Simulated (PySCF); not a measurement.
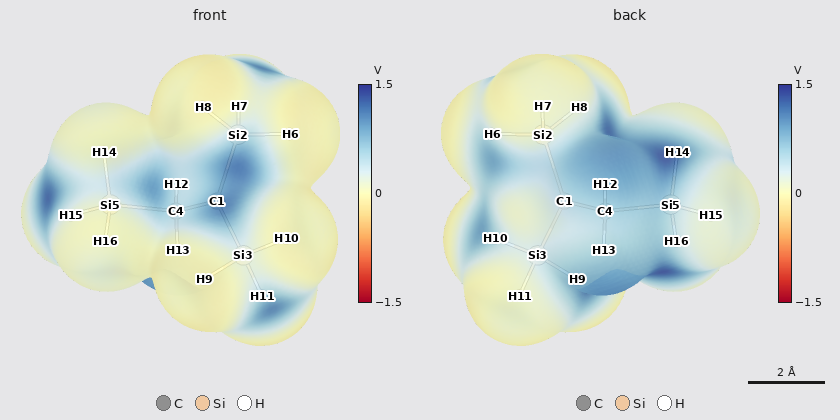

C2H11Si3 (doublet). The molecular electrostatic potential painted on the density surface at 0.002 e/bohr³, seen from the front and from behind; the colour scale runs from red (negative) to blue (positive).

Geometry: PBE0-D3(BJ)/def2-SVP.

All numbers below come from UKS B3LYP, IGLO-III on C Si, pcH-1 on H, non-relativistic, mean-field spin-orbit, GIAO (PySCF).

```yaml
atoms:
  - { symbol: C, position_ang: [0.5074, 0.1627, -0.2351] }
  - { symbol: Si, position_ang: [0.5499, 2.0032, 0.0616] }
  - { symbol: Si, position_ang: [1.8305, -0.9707, 0.4291] }
  - { symbol: C, position_ang: [-0.6415, -0.4325, -0.9754] }
  - { symbol: Si, position_ang: [-2.0940, -0.8197, 0.2023] }
  - { symbol: H, position_ang: [1.9447, 2.4538, 0.3487] }
  - { symbol: H, position_ang: [0.0276, 2.7195, -1.1463] }
  - { symbol: H, position_ang: [-0.3116, 2.3992, 1.2242] }
  - { symbol: H, position_ang: [1.2790, -1.9015, 1.4674] }
  - { symbol: H, position_ang: [2.9415, -0.1815, 1.0393] }
  - { symbol: H, position_ang: [2.3736, -1.8208, -0.6799] }
  - { symbol: H, position_ang: [-1.0516, 0.2463, -1.7458] }
  - { symbol: H, position_ang: [-0.3873, -1.3835, -1.4784] }
  - { symbol: H, position_ang: [-2.5600, 0.4416, 0.8518] }
  - { symbol: H, position_ang: [-3.2219, -1.4193, -0.5755] }
  - { symbol: H, position_ang: [-1.6539, -1.7813, 1.2557] }
```

### Which sites attract a positive test charge, and which a negative one?

A positive charge is drawn to the negative regions and a negative charge to the positive ones. The most negative region (about −0.1 V) lies over the H atoms, the most positive (about +1.3 V, or +30 kcal/mol for a unit charge) over Si2, Si3 and Si5.
